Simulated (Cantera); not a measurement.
Charge: 1 mol N2O, 2.1 mol O2, 0.32 mol N2, at 14.0 Pa.

These are equilibrium values from Cantera (NASA tables, ideal gas, pure condensed phases), not measurements of a reactor. Kinetics and transport are ignored.

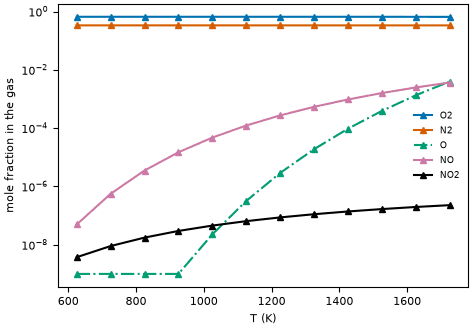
Fig. 1. Equilibrium gas composition (values under 1e-9 drawn at 1e-9)

Read off the mole fractions at 1325 K.

O2 about 0.66, N2 about 0.34, NO about 0.00054, O about 1.9e-5, NO2 about 1.1e-7.
